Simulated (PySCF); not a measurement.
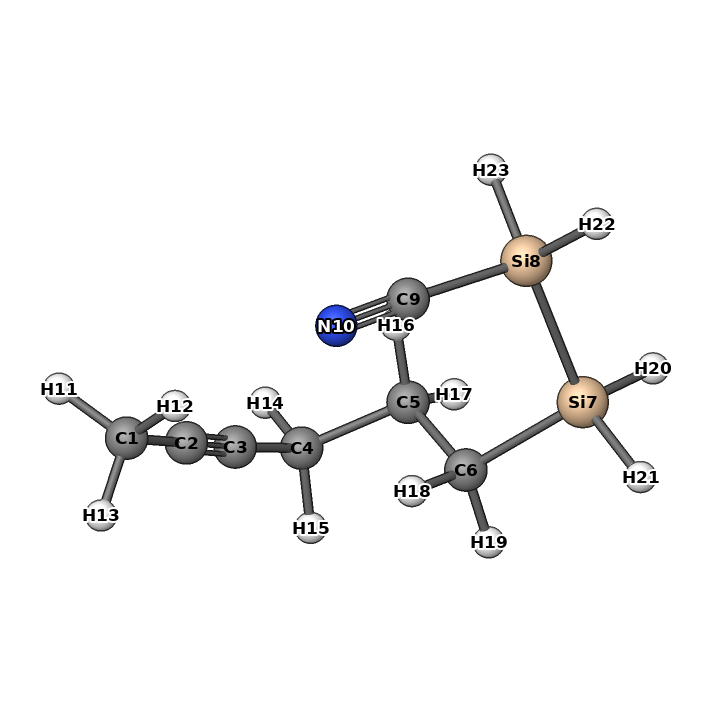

The questions are on isotropic NMR shieldings of the H atoms. The geometry was computed by an optimisation with GFN2-xTB. No frequency run is at hand to confirm it as a minimum. Level of theory: GIAO PBE0/pcSseg-1 NMR shielding, non-relativistic, gas phase (PySCF 2.14.0).

List the isotropic NMR shieldings of the H atoms.

```tsv
atom	σ (ppm)
H11	29.97
H12	28.85
H13	29.94
H14	29.12
H15	29.64
H16	30.47
H17	30.07
H18	29.62
H19	30.88
H20	27.84
H21	27.49
H22	27.48
H23	27.35
```

The geometry is semi-empirical. Around Si such bond lengths and angles can be off by a tenth of an ångström or more and by several degrees, and values that hang on the shape move with them.
